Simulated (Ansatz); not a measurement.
# CH4AlS (charge -1): two geometries relaxed

Aim: relax the geometries before and after the inversion of the pyramid at C1, and see whether they are two minima and how far apart in energy. SMILES of the start: [CH2-][AlH][SH].

Program: Ansatz 0.2.0. Level of theory: RKS PBE-D4/def2-SVP. These are calculated values, not measurements.

## Step 1: The structure to begin with

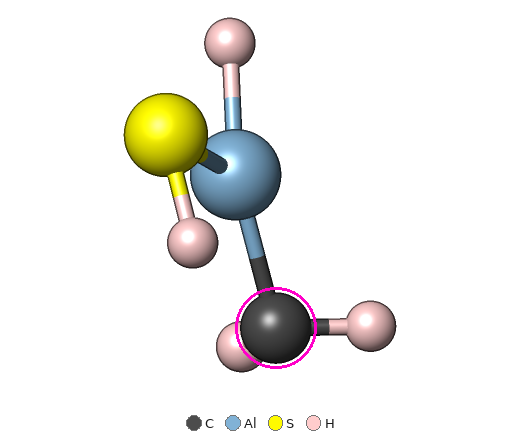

The starting structure, seen from a free direction (carbon dark grey, aluminium light blue, sulfur yellow, hydrogen pink). Ringed: C1.

Structure file:

```xyz
7

C    -0.6317    0.2807   -1.1847
Al   -0.1519    0.1370    0.6407
S     1.6056   -1.2612    1.1877
H    -1.7469    0.2423   -1.2239
H    -0.4010    1.3393   -1.4604
H    -0.4340    0.6353    2.1634
H     1.7600   -1.3733   -0.1229
```

## Step 2: Relaxing end A

The input, input.yaml:

```yaml
crystal:
  periodic: [false, false, false]
  atoms:
    - { symbol: C, position_ang: [-0.63173, 0.28072, -1.18468] }
    - { symbol: Al, position_ang: [-0.1519, 0.13697, 0.6407] }
    - { symbol: S, position_ang: [1.60557, -1.26122, 1.18772] }
    - { symbol: H, position_ang: [-1.7469, 0.24226, -1.22386] }
    - { symbol: H, position_ang: [-0.40101, 1.33925, -1.4604] }
    - { symbol: H, position_ang: [-0.43405, 0.63533, 2.16342] }
    - { symbol: H, position_ang: [1.76002, -1.37331, -0.12291] }
total_charge: -1
basis:
  gaussian: { orbitals: def2-SVP }
hamiltonian:
  xc: pbe
  dispersion: d4
relax:
  f_tol: 0.015
  max_steps: 40
output:
  orbitals: {}
```

Started as:

```sh
> ansatz run input.yaml --threads 1 --pin off --max-ram 2048MiB --backend cpu --events-out ev --progress --plain --runs-dir out
```

Output, cut to the lines that bear on the results:

```text
Warning: RAYON_NUM_THREADS=1 ignored (pool sized by the plan → 1); use --threads N
[...]
Functional definition: PBE
[...]
788 factors; their error is unknown
[...]
mean field -18518.05282140 eV, -680.5258891995 hartree, gradient 7.4e-5 eV, S^2 0.000000; 0 other end points of the search recorded, 0 dependent functions left out
[...]
reference -18518.05285524 eV, -680.5258904430 hartree; 20, 20 occupied and 50, 50 virtual orbitals, 788 factors
relax step   1: F+E_penalty+E_count = -18518.20127514 eV  Δ(F+E_penalty+E_count) = +0.000e0 eV  max|allowed force component| = 1.139e0 eV/Å  Δτ_max = 0.0000 Å  (26 SCF iters, accepted)
[...]
relax step   4: F+E_penalty+E_count = -18518.53735038 eV  Δ(F+E_penalty+E_count) = -1.194e-1 eV  max|allowed force component| = 1.406e0 eV/Å  Δτ_max = 0.1901 Å  (27 SCF iters, accepted)
[...]
relax step   7: F+E_penalty+E_count = -18518.91780529 eV  Δ(F+E_penalty+E_count) = -3.748e-2 eV  max|allowed force component| = 1.963e0 eV/Å  Δτ_max = 0.2000 Å  (31 SCF iters, accepted)
[...]
relax step  10: F+E_penalty+E_count = -18519.01059334 eV  Δ(F+E_penalty+E_count) = -6.635e-3 eV  max|allowed force component| = 2.453e-2 eV/Å  Δτ_max = 0.0449 Å  (27 SCF iters, accepted)
[...]
relax step  12: F+E_penalty+E_count = -18519.01143436 eV  Δ(F+E_penalty+E_count) = -1.086e-4 eV  max|allowed force component| = 3.367e-2 eV/Å  Δτ_max = 0.0348 Å  (28 SCF iters, accepted)
[...]
relax step  13: F+E_penalty+E_count = -18519.01158895 eV  Δ(F+E_penalty+E_count) = -1.546e-4 eV  max|allowed force component| = 2.200e-3 eV/Å  Δτ_max = 0.0061 Å  (30 SCF iters, accepted)
788 factors; their error is unknown
mean field -18518.86534993 eV, -680.5557490723 hartree, gradient 1.5e-5 eV, S^2 0.000000; 1 other end points of the search recorded, 0 dependent functions left out
[...]
reference -18518.86538207 eV, -680.5557502533 hartree; 20, 20 occupied and 50, 50 virtual orbitals, 788 factors
Total energy: -18519.01162108 eV, -680.5611244379 hartree
Atom 0 at    -0.796290     0.542100    -0.916555 Å, force    -0.000946     0.000035    -0.002200 eV/Å
Atom 1 at    -0.179768     0.040200     0.743665 Å, force     0.000888     0.000178    -0.000946 eV/Å
Atom 2 at     1.774309    -1.129892     1.113687 Å, force    -0.001335     0.000882     0.000703 eV/Å
Atom 3 at    -1.741762     1.105660    -1.055325 Å, force    -0.000695     0.000110     0.001076 eV/Å
Atom 4 at    -0.291942     0.329295    -1.880884 Å, force     0.001234    -0.000153     0.001769 eV/Å
Atom 5 at    -0.847950     0.304576     2.207790 Å, force     0.000166    -0.000249     0.000432 eV/Å
Atom 6 at     2.083404    -1.191940    -0.212388 Å, force     0.000689    -0.000802    -0.000834 eV/Å
Dipole moment:     0.523145    -0.306954     0.028001 e Å
```

Wall time 88 s (1 thread of Intel Xeon at 2.50GHz (Skylake/Cascade Lake), shared host); peak memory 0.14 GiB.

Step by step:

| step | energy from step 1 (eV) | largest force component (eV/Å) |
| --- | --- | --- |
| 1 | 0.0000 | 1.1391 |
| 2 | -0.1097 | 0.2826 |
| 3 | -0.2167 | 1.0090 |
| 4 | -0.3361 | 1.4064 |
| 5 | -0.5398 | 1.0465 |
| 6 | -0.6790 | 0.7942 |
| 7 | -0.7165 | 1.9634 |
| 8 | -0.7970 | 0.3562 |
| 9 | -0.8027 | 0.3284 |
| 10 | -0.8093 | 0.0245 |
| 11 | -0.8101 | 0.0077 |
| 12 | -0.8102 | 0.0337 |
| 13 | -0.8103 | 0.0022 |

Step 1 is the start.

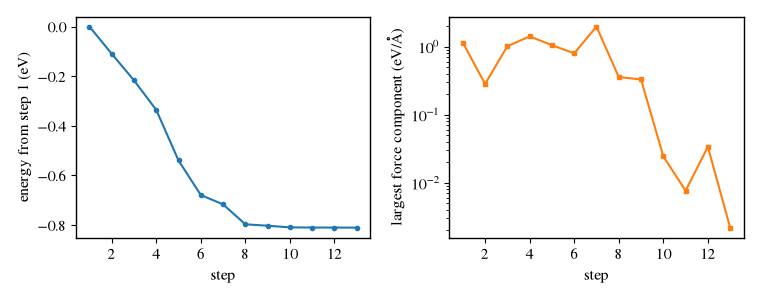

How energy and force went from step to step.

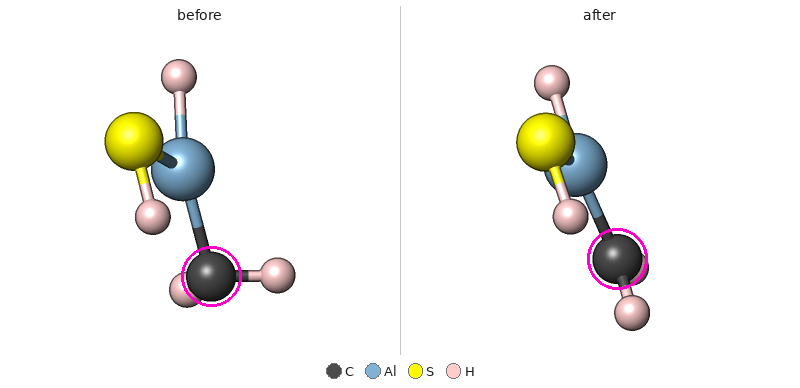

The structure before (left) and after (right), drawn at the same scale.

After: Bond lengths: C1–Al2 1.841 Å, Al2–S3 2.307 Å, C1–H4 1.109 Å, C1–H5 1.109 Å, Al2–H6 1.631 Å, S3–H7 1.363 Å. Angles: C1–Al2–S3 124.5°, C1–Al2–H6 128.9°, S3–Al2–H6 106.6°, Al2–C1–H4 122.5°, Al2–C1–H5 125.4°, H4–C1–H5 112.1°, Al2–S3–H7 93.4°.

## Step 3: End point B

The second end starts from a geometry with the move made by hand.

Changes to input.yaml since step 2:

```diff
@@ -6,4 +6,4 @@
     - { symbol: S, position_ang: [1.60557, -1.26122, 1.18772] }
-    - { symbol: H, position_ang: [-1.7469, 0.24226, -1.22386] }
-    - { symbol: H, position_ang: [-0.40101, 1.33925, -1.4604] }
+    - { symbol: H, position_ang: [-1.02583, -0.7186, -1.48907] }
+    - { symbol: H, position_ang: [0.33992, 0.35192, -1.73292] }
     - { symbol: H, position_ang: [-0.43405, 0.63533, 2.16342] }
```

Started as:

```sh
> ansatz run input.yaml --threads 1 --pin off --max-ram 2048MiB --backend cpu --events-out ev --progress --plain --runs-dir out
```

Output, cut to the lines that bear on the results:

```text
Warning: RAYON_NUM_THREADS=1 ignored (pool sized by the plan → 1); use --threads N
[...]
[... 1 set-up line as earlier in the session ...]
[...]
788 factors; their error is unknown
[...]
mean field -18517.88190464 eV, -680.5196081245 hartree, gradient 6.4e-5 eV, S^2 0.000000; 0 other end points of the search recorded, 0 dependent functions left out
[...]
reference -18517.88193745 eV, -680.5196093302 hartree; 20, 20 occupied and 50, 50 virtual orbitals, 788 factors
relax step   1: F+E_penalty+E_count = -18518.03496137 eV  Δ(F+E_penalty+E_count) = +0.000e0 eV  max|allowed force component| = 1.115e0 eV/Å  Δτ_max = 0.0000 Å  (25 SCF iters, accepted)
[...]
relax step   4: F+E_penalty+E_count = -18518.56989209 eV  Δ(F+E_penalty+E_count) = -1.380e-1 eV  max|allowed force component| = 1.145e0 eV/Å  Δτ_max = 0.1954 Å  (28 SCF iters, accepted)
[...]
mean field -18518.86541496 eV, -680.5557514618 hartree, gradient 1.5e-5 eV, S^2 0.000000; 1 other end points of the search recorded, 0 dependent functions left out
[...]
reference -18518.86544731 eV, -680.5557526507 hartree; 20, 20 occupied and 50, 50 virtual orbitals, 788 factors
Total energy: -18519.01158518 eV, -680.5611231183 hartree
Atom 0 at    -0.531969     0.022849    -1.141120 Å, force     0.000912    -0.003144    -0.006989 eV/Å
Atom 1 at    -0.027954    -0.095267     0.625108 Å, force    -0.003168    -0.000658     0.004538 eV/Å
Atom 2 at     1.933624    -1.053983     1.371663 Å, force    -0.001026     0.000657    -0.000704 eV/Å
Atom 3 at    -1.488857     0.489229    -1.453885 Å, force     0.002170     0.001042    -0.001521 eV/Å
Atom 4 at     0.052924    -0.351143    -2.005786 Å, force    -0.001077     0.000840     0.003725 eV/Å
Atom 5 at    -0.823136     0.425874     1.950229 Å, force     0.001740     0.000459     0.002808 eV/Å
Atom 6 at     2.347368    -1.385749     0.116052 Å, force     0.000448     0.000804    -0.001857 eV/Å
Dipole moment:     0.531901    -0.268208     0.128605 e Å
```

Run time: 71 s. Hardware: 1 thread of Intel Xeon at 2.50GHz (Skylake/Cascade Lake), shared host; peak memory 0.24 GiB.

The steps of the relaxation:

| step | energy from step 1 (eV) | largest force component (eV/Å) |
| --- | --- | --- |
| 1 | 0.0000 | 1.1149 |
| 2 | -0.2685 | 0.5266 |
| 3 | -0.3969 | 0.9283 |
| 4 | -0.5349 | 1.1452 |
| 5 | -0.7008 | 0.8590 |
| 6 | -0.7991 | 0.7745 |
| 7 | -0.9168 | 0.5381 |
| 8 | -0.9659 | 0.2339 |
| 9x | -0.9409 | 0.3891 |
| 10 | -0.9716 | 0.1204 |
| 11 | -0.9735 | 0.0824 |
| 12 | -0.9764 | 0.0370 |
| 13 | -0.9766 | 0.0070 |

Step 1 is the start. 1 step was tried and not accepted (marked x).

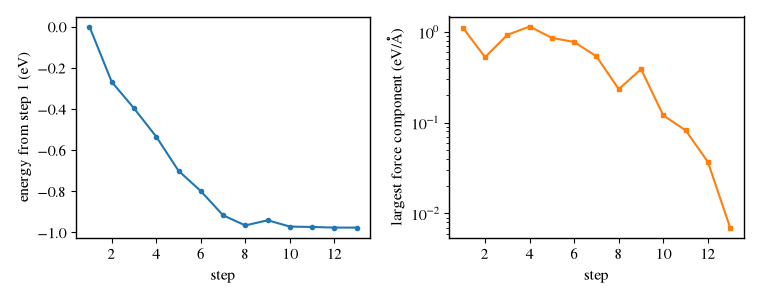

How energy and force went from step to step.

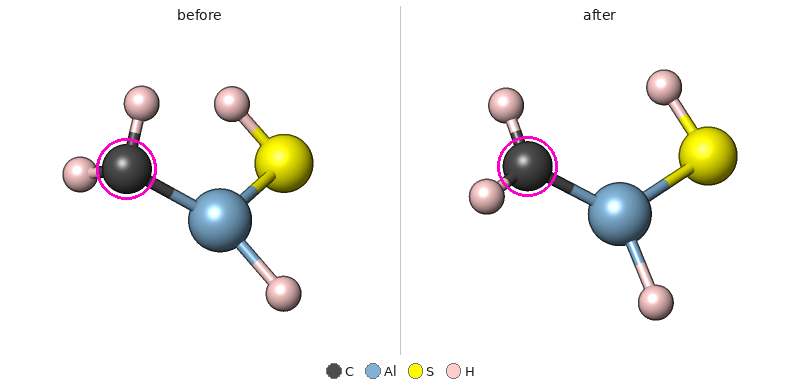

Before and after, at one scale.

After: Bond lengths: C1–Al2 1.841 Å, Al2–S3 2.307 Å, C1–H4 1.109 Å, C1–H5 1.109 Å, Al2–H6 1.631 Å, S3–H7 1.363 Å. Angles: C1–Al2–S3 124.7°, C1–Al2–H6 128.7°, S3–Al2–H6 106.5°, Al2–C1–H4 122.3°, Al2–C1–H5 125.6°, H4–C1–H5 112.1°, Al2–S3–H7 93.5°.

## Step 4: Outcome

```
                           quantity                     value
                              end A  12 moves, 0.810 eV lower
                              end B  11 moves, 0.977 eV lower
largest difference between the ends                    0.01 Å
            end B relative to end A                 +0.000 eV
```

What this shows: The two relaxations end at one structure, within 0.01 Å: no second minimum was found from this start, which doesn't rule one out.
